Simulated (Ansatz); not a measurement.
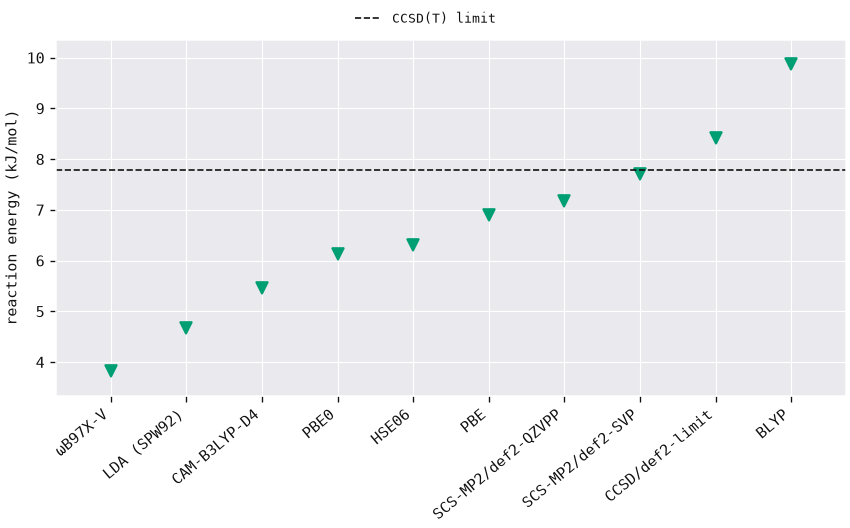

Electronic reaction energy of CH₇SbSi ([CH3][SbH][SiH3]) + SiPH₄F (F[SiH2]P) → Si₂PH₆F (F[SiH2]P[SiH3]) + CH₅Sb ([CH3][SbH2]) (SMILES in brackets) at several levels (functionals in def2-TZVPP unless a basis is named), isolated molecules at PBE0-D4 triple-zeta geometries, minima by their frequencies, no zero-point or thermal terms, the Ansatz code 0.2.0. The line is frozen-core CCSD(T) at the basis limit (MP2 extrapolated from triple and quadruple zeta, plus CCSD(T) less MP2 in a smaller set). No dispersion term is added to PBE0, HSE06, PBE and BLYP. The distance of SCS-MP2/def2-QZVPP and SCS-MP2/def2-SVP to the limit includes basis error. Core potentials past Kr.

> What do zero-point energy and temperature add?

Zero-point change −1.6 kJ/mol; at 298.15 K and 1 bar the CCSD(T) limit plus thermal terms gives an enthalpy of reaction of 5.7 and a free energy of 5.7 kJ/mol (harmonic PBE0-D4 modes, ideal gas).

> What range do the values span, the line included?

From 3.8 kJ/mol (ωB97X-V) to 9.9 kJ/mol (BLYP).

Known limits of this run: outer-core shells are correlated without core-valence functions, which makes the correlated values less sure; spin-orbit coupling is left out, and with Sb it can shift these values; one conformer of each flexible molecule.
